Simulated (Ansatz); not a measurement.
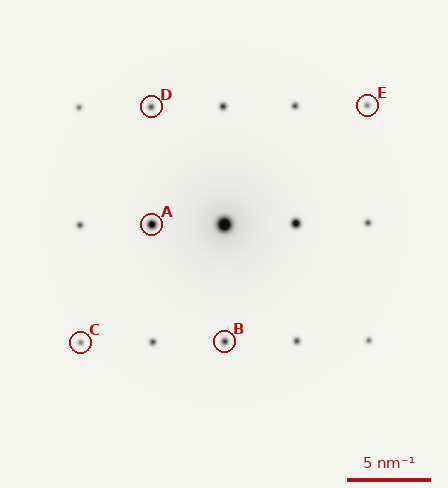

Kinematic zone-axis pattern, calculated for 200 keV electrons with B = 0.8 Å². The zone axis points towards the electron source and the pattern is seen from the source side.

Al, space group Fm-3m (No. 225), a = 3.991 Å. Structure: the input geometry of an electronic-structure calculation (not necessarily at equilibrium).

Spot A is indexed -1 1 1 and spot B 0 -2 2.

### What are the indices of the remaining marked spots?

C = 2A + B = -2 0 4 (d = 0.892 Å). D = A − B = -1 3 -1 (d = 1.203 Å). E = −2A − B = 2 0 -4 (d = 0.892 Å).

### Give [uvw].

The cross product of A and B is parallel to [211]; every spot obeys hu + kv + lw = 0.

### What are the spacings of A and B and the angle between them?

d(A) = 2.304 Å, d(B) = 1.411 Å, and the angle is 90.0°.
